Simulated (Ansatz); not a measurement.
**C₃H₁₀GaNSi (SMILES CC#[N+][GaH2-][CH2][SiH3]): density, localisation and related maps**

Input

```
crystal:
  periodic: [false, false, false]
  atoms:
    - { symbol: C, position_ang: [3.2915, 0.69, -0.3699] }
    - { symbol: C, position_ang: [2.059, 0.0129, 0.0319] }
    - { symbol: "N", position_ang: [1.0833, -0.5217, 0.3492] }
    - { symbol: Ga, position_ang: [-0.4984, -1.3761, 0.8565] }
    - { symbol: C, position_ang: [-1.9822, -0.7885, -0.346] }
    - { symbol: Si, position_ang: [-2.1918, 1.0624, -0.2207] }
    - { symbol: H, position_ang: [3.8432, 0.0551, -1.0932] }
    - { symbol: H, position_ang: [3.924, 0.8678, 0.524] }
    - { symbol: H, position_ang: [3.0416, 1.6608, -0.8452] }
    - { symbol: H, position_ang: [-0.3106, -2.9703, 0.7361] }
    - { symbol: H, position_ang: [-0.856, -0.9837, 2.3765] }
    - { symbol: H, position_ang: [-1.7389, -1.0627, -1.3929] }
    - { symbol: H, position_ang: [-2.9242, -1.2886, -0.0412] }
    - { symbol: H, position_ang: [-2.5097, 1.4268, 1.1679] }
    - { symbol: H, position_ang: [-3.2866, 1.4902, -1.1038] }
    - { symbol: H, position_ang: [-0.9444, 1.7256, -0.6293] }
basis:
  gaussian:
    orbitals: def2-SVP
hamiltonian:
  xc: pbe0
output:
  orbitals: {}
```

These are results of Ansatz, SCF PBE0, Gaussian basis, not measurements.

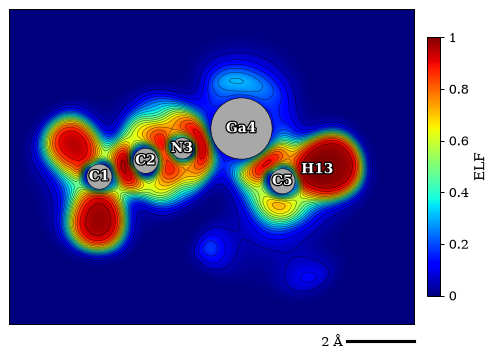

Figure 1. ELF on the plane of atoms N3, Ga4 and C5. Grey discs cover the atomic cores.

> Describe what can be read from this map.

- Atoms in the plane: C, N, Ga and H.
- C–N (1.16 Å): the ELF peaks at about 0.85 between the atoms; a short, multiple covalent bond.
- C–C (1.46 Å): the ELF peaks at about 0.95 between the atoms; a shared electron pair.
- Ga–N (1.87 Å): the ELF peaks at about 0.95 in the valence shell of N, 0.6 Å from its nucleus, and is about 0.25 at the midpoint.
- C–Ga (2.00 Å): the ELF peaks at about 0.90 in the valence shell of C, 0.7 Å from its nucleus, and is about 0.55 at the midpoint.
- C–H (1.11 Å): the ELF climbs to about 1 towards the hydrogen, as it does in any bond to H; an ordinary covalent bond to hydrogen.

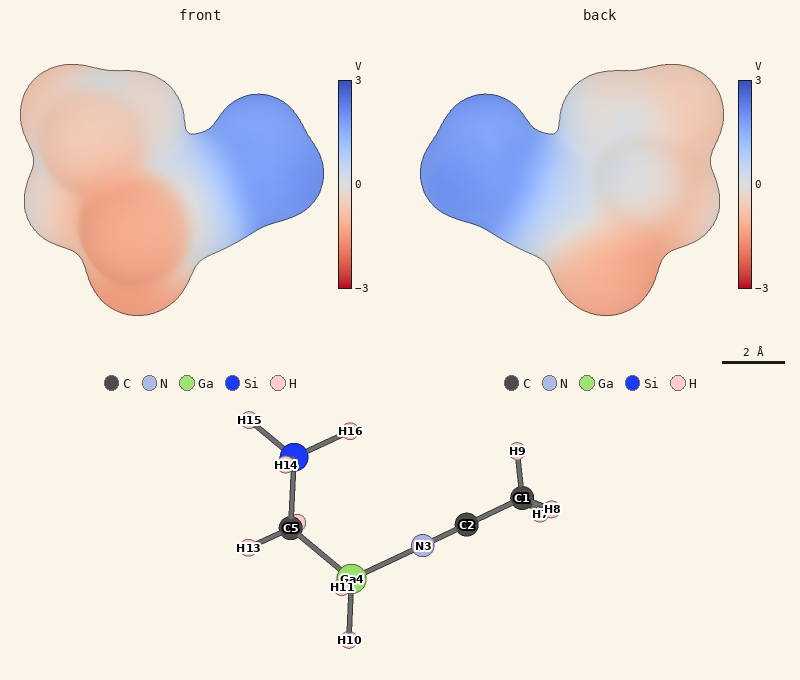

Figure 2. The molecular electrostatic potential painted on the density surface at 0.001 e/bohr³, seen from the front and from behind; the colour scale runs from red (negative) to blue (positive). The bare structure is drawn below in the same view.

> Where is the surface potential most negative and most positive?

The most negative region (about −1.4 V, or −32 kcal/mol for a unit charge) lies over H10 and H11, the most positive (about +2.0 V, or +46 kcal/mol for a unit charge) over H7, H8 and H9.

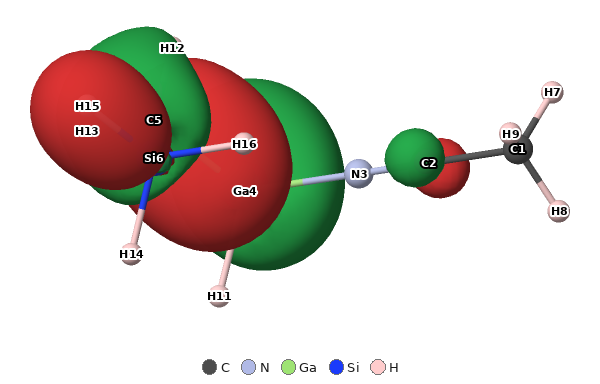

Figure 3. The HOMO at ±0.08 Å⁻³ᐟ² (green and red are the two phases), seen from one side.

> What is the character of this orbital?

Its weight (Hirshfeld) is mainly on C5 (about 30 %), Ga4 (about 25 %), H10 (about 20 %) and Si6 (about 10 %). Its energy is −6.45 eV.
